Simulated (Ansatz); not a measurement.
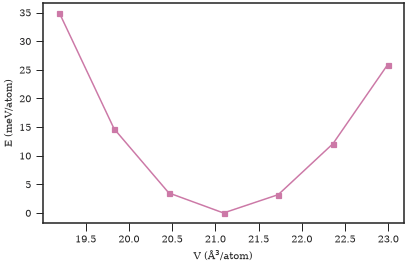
*Mg₂Si (fluorite or antifluorite type, Fm-3m) under volume change, PBEsol in the plane-wave PAW code Ansatz, scaled uniformly.*

What does a third-order Birch–Murnaghan fit give for V₀, B₀ and B′?

V₀ = 21.09 Å³/atom, B₀ = 56.0 GPa, B′ = 4.0.

Symmetry was held in the PBEsol relaxation.

Potentials: the later of the program's two PAW sets.
